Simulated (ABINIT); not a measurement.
**BN (P6_3mc): bands and cutoff in G0W0 with ABINIT**

What does each rung of G0W0 on BN (P6_3mc) cost, and what does it buy?

Main program and level: ABINIT 10.8.3; LDA and many-body steps on it, plane waves.

The database entry behind the starting cell has ideal inner coordinates that were not refined, so it need not match the best structure at ambient conditions.

**1. Set-up**

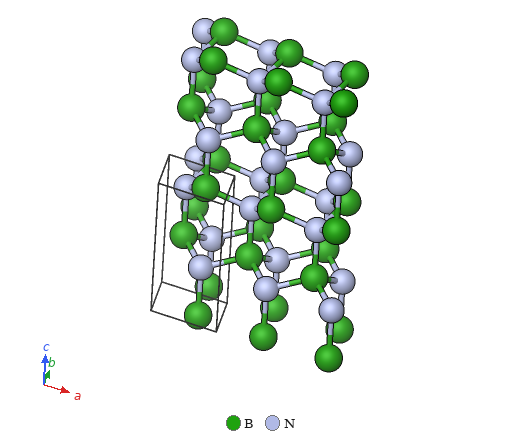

The cell as given, slightly off an axis (boron green, nitrogen light blue). 3×2×2 cells are drawn. Some periodic images of atoms are drawn too.

The cell and positions come from the Crystallography Open Database and are kept as given unless a step says otherwise. This is not the form that BN usually takes at ambient conditions.

**2. Empty states on the mesh, 6×6×4 mesh, 609 bands**

This step: ABINIT 10.8.3; DFT, LDA, plane waves, norm-conserving pseudopotentials.

The sums over transitions need many empty states on a uniform mesh; this step solves for them.

The input, run.abi:

```
acell 3*1.0 Angstrom
rprim 
  2.536000000002 -0.000000000000 0.000000000000
  -1.268000000000 2.196240423999 0.000000000000
  0.000000000000 0.000000000000 4.199000000000
ntypat 2
znucl 5 7
natom 4
typat 1 1 2 2
xred 
  0.666666666667 0.333333333333 0.000000000000
  0.333333333333 0.666666666667 0.500000000000
  0.666666666667 0.333333333333 0.375000000000
  0.333333333333 0.666666666667 0.875000000000
pp_dirpath "pseudos"
pseudos "B.upf, N.upf"
ecut 36
ngkpt 6 6 4
nshiftk 1
shiftk 0 0 0
kptopt 1
chksymbreak 0
irdden 1
istwfk *1
nband 609
prtvol 0
optdriver 6
gwr_task "HDIAGO"
paral_kgb 0
occopt 1
indata_prefix "in"
outdata_prefix "out"
tmpdata_prefix "tmp"
```

Started as:

```bash
$ OMP_NUM_THREADS=1 mpirun -n 8 abinit run.abi > log
```

Output:

```text
.Version 10.8.3 of ABINIT. v10.8.2 released Aug 2026.

 Symmetries : space group P6_3 m c (#186); Bravais hP (primitive hexag.)
[... echo of the input left out ...]
== DATASET  1 ==================================================================
-   mpi_nproc: 8, omp_nthreads: 1 (-1 if OMP is not activated)

--- !DatasetInfo
iteration_state: {dtset: 1, }
dimensions: {natom: 4, nkpt: 21, mband: 609, nsppol: 1, nspinor: 1, nspden: 1, mpw: 1677, }
cutoff_energies: {ecut:  36.0, pawecutdg:  -1.0, }
[...]
Indirect band gap semiconductor
 Fundamental gap:     5.052 (eV)
   VBM:     8.288 (eV) at k: [ 0.0000E+00,  0.0000E+00,  0.0000E+00]
   CBM:    13.340 (eV) at k: [ 3.3333E-01,  3.3333E-01,  0.0000E+00]
 Direct gap:         8.334 (eV) at k: [ 1.6667E-01,  0.0000E+00,  0.0000E+00]

== END DATASET(S) ==============================================================
================================================================================

 -outvars: echo values of variables after computation  --------
           etotal      0.0000000000E+00
            nband         609
             nkpt          21
          spgroup         186
 [... the other variables as echoed above ...]

 Calculation completed.
```

Elapsed: 19 s, on 8 MPI ranks of Arm Neoverse V1, shared host; peak memory 1.7 GiB; 2.6 min of CPU time.

Numbers from this step:

```
gap                                                           : 5.052 eV
k of the valence top                                          : 0, 0, 0
k of the conduction bottom                                    : 0.3333, 0.3333, 0
least direct gap                                              : 8.334 eV
k points computed                                             : 21
lowest point of the top converged band, above the valence top : 474.8530 eV
```

On this mesh the gap is 5.052 eV.

The density comes from a self-consistent run that is not shown.

**3. Screening, 6×6×4 mesh, 125 bands, screening to 203.5 eV**

The RPA dielectric matrix is built and inverted for each q.

This step: RPA screening on LDA, plane waves, norm-conserving pseudopotentials.

run.abi: that of step 2 with these lines changed.

```diff
@@ -22,10 +22,11 @@
 chksymbreak 0
-irdden 1
 istwfk *1
-nband 609
-prtvol 0
-optdriver 6
-gwr_task "HDIAGO"
-paral_kgb 0
 occopt 1
+irdwfk 1
+optdriver 3
+nband 125
+ecuteps 7.48
+inclvkb 2
+awtr 1
+symchi 1
 indata_prefix "in"
```

Output:

```text
.Version 10.8.3 of ABINIT. v10.8.2 released Aug 2026.

 Symmetries : space group P6_3 m c (#186); Bravais hP (primitive hexag.)
[... echo of the input left out ...]
== DATASET  1 ==================================================================
-   mpi_nproc: 8, omp_nthreads: 1 (-1 if OMP is not activated)

--- !DatasetInfo
iteration_state: {dtset: 1, }
dimensions: {natom: 4, nkpt: 21, mband: 125, nsppol: 1, nspinor: 1, nspden: 1, mpw: 1677, }
cutoff_energies: {ecut:  36.0, pawecutdg:  -1.0, }
electrons: {nelect:   1.60000000E+01, charge:   0.00000000E+00, occopt:   1.00000000E+00, tsmear:   1.00000000E-02, }

 SCREENING: Calculation of the susceptibility and dielectric matrices

 Based on a program developped by R.W. Godby, V. Olevano, G. Onida, and L. Reining.
 Incorporated in ABINIT by V. Olevano, G.-M. Rignanese, and M. Torrent.
.Using double precision arithmetic ; gwpc =  8

[... cell and pseudopotentials left out ...]
--------------------------------------------------------------------------------

 ==== K-mesh for the wavefunctions ====
 Number of points in the irreducible wedge :    21
[... list of points left out ...]
 Together with 12 symmetry operations and time-reversal symmetry
 yields   144 points in the full Brillouin Zone.

 ==== Q-mesh for the screening function ====
 Number of points in the irreducible wedge :    21
[... list of points left out ...]
 Together with 12 symmetry operations and time-reversal symmetry
 yields   144 points in the full Brillouin Zone.

 setmesh: FFT mesh size selected  =    18x   18x   32
          total number of points  =        10368

 vcoul_init : cutoff-mode = AUXILIARY_FUNCTION
 q-points for optical limit:   1
     1)      0.000010    0.000020    0.000030

- screening: taking advantage of time-reversal symmetry
- Maximum band index for partially occupied states nbvw = 8
- Remaining bands to be divided among processors   nbcw = 117
- Number of bands treated by each node ~14

 Number of electrons calculated from density =   16.0000; Expected =   16.0000
 average of density, n =  0.101379
 r_s =    1.3304
 omega_plasma =   30.7135 [eV]

 calculating chi0 at frequencies [eV] :
  1    0.000000E+00    0.000000E+00
  2    0.000000E+00    3.071353E+01

--------------------------------------------------------------------------------
  q-point number  1        q = ( 0.000000, 0.000000, 0.000000) [r.l.u.]
--------------------------------------------------------------------------------
[... chi0 elements left out ...]
 For q-point:  0.000010 0.000020 0.000030
  dielectric constant =   4.3949
  dielectric constant without local fields =   4.7385

  Average fulfillment of the sum rule on Im[epsilon] for q-point    1 :     90.15  [%]
[... wings left out ...]
  q-point number  2        q = ( 0.166667, 0.000000, 0.000000) [r.l.u.]
--------------------------------------------------------------------------------
[... chi0 elements left out ...]
  Average fulfillment of the sum rule on Im[epsilon] for q-point    2 :     95.79  [%]

 [... 19 further q-points ...]
```

Wall time 38 s (8 MPI ranks); peak memory 1.3 GiB; 5 min of CPU time.

Numbers from this step:

- ε∞ with local fields, on this mesh, along the program's q direction: 4.395
- the same without local fields: 4.739
- plasma frequency: 30.71 eV
- plane waves in the screening matrix: 147

Local fields lower ε∞ by 7 %. On a Γ-centred mesh this coarse the value itself is usually too large, while a short band sum pulls it down.

**4. 125 bands, 203.5 eV**

The self-energy is evaluated for the states that the input lists, and the levels follow from it, in one-shot runs by the linearised quasiparticle equation.

This step: G0W0 on LDA, plane waves, norm-conserving pseudopotentials.

run.abi: that of step 3 with these lines changed.

```diff
@@ -25,8 +25,25 @@
 irdwfk 1
-optdriver 3
+optdriver 4
 nband 125
+gwcalctyp 0
+ecutsigx 36
+symsigma 1
+nkptgw 6
+kptgw 
+  0.0000000000 0.0000000000 0.0000000000
+  0.3333333333 0.3333333333 0.0000000000
+  0.1666666667 0.0000000000 0.0000000000
+  0.5000000000 0.0000000000 0.0000000000
+  0.0000000000 0.0000000000 0.5000000000
+  0.5000000000 0.0000000000 0.5000000000
+bdgw 
+  7 10
+  7 11
+  7 10
+  7 10
+  5 10
+  7 10
 ecuteps 7.48
-inclvkb 2
-awtr 1
-symchi 1
+irdscr 1
+ppmodel 1
 indata_prefix "in"
```

Output:

```text
.Version 10.8.3 of ABINIT. v10.8.2 released Aug 2026.

 Symmetries : space group P6_3 m c (#186); Bravais hP (primitive hexag.)
[... echo of the input left out ...]
== DATASET  1 ==================================================================
-   mpi_nproc: 8, omp_nthreads: 1 (-1 if OMP is not activated)

--- !DatasetInfo
iteration_state: {dtset: 1, }
dimensions: {natom: 4, nkpt: 21, mband: 125, nsppol: 1, nspinor: 1, nspden: 1, mpw: 1677, }
cutoff_energies: {ecut:  36.0, pawecutdg:  -1.0, }
electrons: {nelect:   1.60000000E+01, charge:   0.00000000E+00, occopt:   1.00000000E+00, tsmear:   1.00000000E-02, }

 SIGMA: Calculation of the GW corrections

 Based on a program developped by R.W. Godby, V. Olevano, G. Onida, and L. Reining.
 Incorporated in ABINIT by V. Olevano, G.-M. Rignanese, and M. Torrent.
.Using double precision arithmetic ; gwpc =  8

[... cell and pseudopotentials left out ...]
--------------------------------------------------------------------------------

 ==== K-mesh for the wavefunctions ====
 Number of points in the irreducible wedge :    21
[... list of points left out ...]
 Together with 12 symmetry operations and time-reversal symmetry
 yields   144 points in the full Brillouin Zone.

 ==== Q-mesh for screening function ====
 Number of points in the irreducible wedge :    21
[... list of points left out ...]
 Together with 12 symmetry operations and time-reversal symmetry
 yields   144 points in the full Brillouin Zone.

 vcoul_init : cutoff-mode = AUXILIARY_FUNCTION
 q-points for optical limit:   1
     1)      0.000010    0.000020    0.000030
 setmesh: FFT mesh size selected  =    27x   27x   48
          total number of points  =        34992

 Number of electrons calculated from density =   16.0000; Expected =   16.0000
 average of density, n =  0.101379
 r_s =    1.3304
 omega_plasma =   30.7135 [eV]

 === KS Band Gaps ===
  >>>> For spin  1
   Minimum direct gap =   8.3337 [eV], located at k-point      :   0.1667  0.0000  0.0000
   Fundamental gap    =   5.0516 [eV], Top of valence bands at :   0.0000  0.0000  0.0000
                                       Bottom of conduction at :   0.3333  0.3333  0.0000
 SIGMA fundamental parameters:
 PLASMON POLE MODEL  1
 number of plane-waves for SigmaX                 1677
 number of plane-waves for SigmaC and W            147
 number of plane-waves for wavefunctions          1677
 number of bands                                   125
 number of independent spin polarizations            1
 number of spinorial components                      1
 number of k-points in IBZ                          21
 number of q-points in IBZ                          21
 number of symmetry operations                      12
 number of k-points in BZ                          144
 number of q-points in BZ                          144
 number of frequencies for dSigma/dE                 9
 frequency step for dSigma/dE [eV]                0.25
 number of omega for Sigma on real axis              0
 max omega for Sigma on real axis  [eV]           0.00
 zcut for avoiding poles [eV]                     0.10

 EPSILON^-1 parameters (SCR file):
 dimension of the eps^-1 matrix on file            147
 dimension of the eps^-1 matrix used               147
 number of plane-waves for wavefunctions          1677
 number of bands                                   125
 number of q-points in IBZ                          21
 number of frequencies                               2
 number of real frequencies                          1
 number of imag frequencies                          1

 matrix elements of self-energy operator (all in [eV])

 Perturbative Calculation

--- !SelfEnergy_ee
iteration_state: {dtset: 1, }
kpoint     : [   0.000,    0.000,    0.000, ]
spin       : 1
KS_gap     :    8.372
QP_gap     :   10.478
Delta_QP_KS:    2.105
data: !SigmaeeData |
     Band     E0 <VxcDFT>   SigX SigC(E0)      Z dSigC/dE  Sig(E)    E-E0       E
        7   8.288 -18.494 -22.214   2.640   0.827  -0.210 -19.386  -0.892   7.396
        8   8.288 -18.494 -22.214   2.640   0.827  -0.210 -19.386  -0.892   7.396
        9  16.661 -13.646  -6.988  -5.220   0.844  -0.185 -12.433   1.213  17.874
       10  16.661 -13.646  -6.988  -5.220   0.844  -0.185 -12.433   1.213  17.874

--- !SelfEnergy_ee
iteration_state: {dtset: 1, }
kpoint     : [   0.333,    0.333,    0.000, ]
spin       : 1
KS_gap     :   10.505
QP_gap     :   12.857
Delta_QP_KS:    2.352
data: !SigmaeeData |
     Band     E0 <VxcDFT>   SigX SigC(E0)      Z dSigC/dE  Sig(E)    E-E0       E
        7   2.835 -16.145 -21.465   3.626   0.817  -0.225 -17.528  -1.383   1.452
        8   2.835 -16.145 -21.465   3.626   0.817  -0.225 -17.528  -1.383   1.452
[...]
--- !SelfEnergy_ee
iteration_state: {dtset: 1, }
kpoint     : [   0.167,    0.000,    0.000, ]
spin       : 1
KS_gap     :    8.334
QP_gap     :   10.341
Delta_QP_KS:    2.007
data: !SigmaeeData |
     Band     E0 <VxcDFT>   SigX SigC(E0)      Z dSigC/dE  Sig(E)    E-E0       E
[...]
--- !SelfEnergy_ee
iteration_state: {dtset: 1, }
kpoint     : [   0.500,    0.000,    0.000, ]
spin       : 1
KS_gap     :    8.910
QP_gap     :   10.893
Delta_QP_KS:    1.983
data: !SigmaeeData |
     Band     E0 <VxcDFT>   SigX SigC(E0)      Z dSigC/dE  Sig(E)    E-E0       E
[...]
--- !SelfEnergy_ee
iteration_state: {dtset: 1, }
kpoint     : [   0.000,    0.000,    0.500, ]
spin       : 1
KS_gap     :   10.818
QP_gap     :   12.916
Delta_QP_KS:    2.098
data: !SigmaeeData |
     Band     E0 <VxcDFT>   SigX SigC(E0)      Z dSigC/dE  Sig(E)    E-E0       E
[...]
--- !SelfEnergy_ee
iteration_state: {dtset: 1, }
kpoint     : [   0.500,    0.000,    0.500, ]
spin       : 1
KS_gap     :   10.204
QP_gap     :   12.372
Delta_QP_KS:    2.167
data: !SigmaeeData |
     Band     E0 <VxcDFT>   SigX SigC(E0)      Z dSigC/dE  Sig(E)    E-E0       E
[...]
8   4.692 -17.031 -21.806   3.291   0.821  -0.218 -18.249  -1.218   3.474
        9  14.896 -13.387  -7.448  -4.821   0.848  -0.179 -12.438   0.949  15.845
       10  14.896 -13.387  -7.448  -4.821   0.848  -0.179 -12.438   0.949  15.845

== END DATASET(S) ==============================================================
================================================================================

 -outvars: echo values of variables after computation  --------
           etotal      0.0000000000E+00
            nband         125
             nkpt          21
          spgroup         186
 [... the other variables as echoed above ...]

 Calculation completed.
```

The job ended after 19 s (8 MPI ranks; peak memory 1.2 GiB).

This step gave:

```
G0W0 gap on the mesh                         : 6.913 eV
starting gap on the mesh                     : 5.052 eV
k of the valence top                         : 0, 0, 0
k of the conduction bottom                   : 0.3333, 0.3333, 0
Z at the valence top                         : 0.827
Z at the conduction bottom                   : 0.858
least direct G0W0 gap on the computed points : 10.34 eV
```

The gap on the mesh goes from 5.05 eV to 6.91 eV, a correction of +1.86 eV.

**5. Screening, 6×6×4 mesh, 187 bands, screening to 269.4 eV**

This step: RPA screening on LDA, plane waves, norm-conserving pseudopotentials.

The input, run.abi:

```
acell 3*1.0 Angstrom
rprim 
  2.536000000002 -0.000000000000 0.000000000000
  -1.268000000000 2.196240423999 0.000000000000
  0.000000000000 0.000000000000 4.199000000000
ntypat 2
znucl 5 7
natom 4
typat 1 1 2 2
xred 
  0.666666666667 0.333333333333 0.000000000000
  0.333333333333 0.666666666667 0.500000000000
  0.666666666667 0.333333333333 0.375000000000
  0.333333333333 0.666666666667 0.875000000000
pp_dirpath "pseudos"
pseudos "B.upf, N.upf"
ecut 36
ngkpt 6 6 4
nshiftk 1
shiftk 0 0 0
kptopt 1
chksymbreak 0
istwfk *1
occopt 1
irdwfk 1
optdriver 3
nband 187
ecuteps 9.9
inclvkb 2
awtr 1
symchi 1
indata_prefix "in"
outdata_prefix "out"
tmpdata_prefix "tmp"
```

Output:

```text
.Version 10.8.3 of ABINIT. v10.8.2 released Aug 2026.

 Symmetries : space group P6_3 m c (#186); Bravais hP (primitive hexag.)
[... echo of the input left out ...]
== DATASET  1 ==================================================================
-   mpi_nproc: 8, omp_nthreads: 1 (-1 if OMP is not activated)

--- !DatasetInfo
iteration_state: {dtset: 1, }
dimensions: {natom: 4, nkpt: 21, mband: 187, nsppol: 1, nspinor: 1, nspden: 1, mpw: 1677, }
cutoff_energies: {ecut:  36.0, pawecutdg:  -1.0, }
electrons: {nelect:   1.60000000E+01, charge:   0.00000000E+00, occopt:   1.00000000E+00, tsmear:   1.00000000E-02, }

 SCREENING: Calculation of the susceptibility and dielectric matrices

 Based on a program developped by R.W. Godby, V. Olevano, G. Onida, and L. Reining.
 Incorporated in ABINIT by V. Olevano, G.-M. Rignanese, and M. Torrent.
.Using double precision arithmetic ; gwpc =  8

[... cell and pseudopotentials left out ...]
--------------------------------------------------------------------------------

 ==== K-mesh for the wavefunctions ====
 Number of points in the irreducible wedge :    21
[... list of points left out ...]
 Together with 12 symmetry operations and time-reversal symmetry
 yields   144 points in the full Brillouin Zone.

 ==== Q-mesh for the screening function ====
 Number of points in the irreducible wedge :    21
[... list of points left out ...]
 Together with 12 symmetry operations and time-reversal symmetry
 yields   144 points in the full Brillouin Zone.

 setmesh: FFT mesh size selected  =    18x   18x   36
          total number of points  =        11664

 vcoul_init : cutoff-mode = AUXILIARY_FUNCTION
 q-points for optical limit:   1
     1)      0.000010    0.000020    0.000030

- screening: taking advantage of time-reversal symmetry
- Maximum band index for partially occupied states nbvw = 8
- Remaining bands to be divided among processors   nbcw = 179
- Number of bands treated by each node ~22

 Number of electrons calculated from density =   16.0000; Expected =   16.0000
 average of density, n =  0.101379
 r_s =    1.3304
 omega_plasma =   30.7135 [eV]

 calculating chi0 at frequencies [eV] :
  1    0.000000E+00    0.000000E+00
  2    0.000000E+00    3.071353E+01

--------------------------------------------------------------------------------
  q-point number  1        q = ( 0.000000, 0.000000, 0.000000) [r.l.u.]
--------------------------------------------------------------------------------
[... chi0 elements left out ...]
 For q-point:  0.000010 0.000020 0.000030
  dielectric constant =   4.3890
  dielectric constant without local fields =   4.7390

  Average fulfillment of the sum rule on Im[epsilon] for q-point    1 :     94.81  [%]
[... wings left out ...]
  q-point number  2        q = ( 0.166667, 0.000000, 0.000000) [r.l.u.]
--------------------------------------------------------------------------------
[... chi0 elements left out ...]
  Average fulfillment of the sum rule on Im[epsilon] for q-point    2 :     98.36  [%]

 [... 19 further q-points ...]
```

Wall time 1.8 min (8 MPI ranks); peak memory 1.7 GiB.

This step gave:

```
ε∞ with local fields, on this mesh, along the program's q direction : 4.389
the same without local fields                                       : 4.739
plasma frequency                                                    : 30.71 eV
plane waves in the screening matrix                                 : 245
```

(Continued in part 2 of 2.)

[Paths, hosts, dates, memory and timing lines, banners, echoed tables and standing remarks are left out of the program output.]

[Logs are printed without paths, hosts, clocks, repeated set-up lines and the standing remarks that a program may print on its own settings, such as how far it seeks lower states.]

[Runs of the session that timed out or met a known fault of the program may be left out.]

[Hosts, paths, dates, database ids (printed as entryN), source tags and the programs' standing remarks are cut or masked in the printed files.]

[G0W0 gaps are taken among the corrected bands and points alone; a level outside them can change the order at an edge.]

[Where Ansatz stands beside ABINIT at settings called matched, ABINIT's density can come from a denser mesh and the files from another edition; pairs whose starting gaps differed by over 0.03 eV were left out, so agreement reads better than it is.]
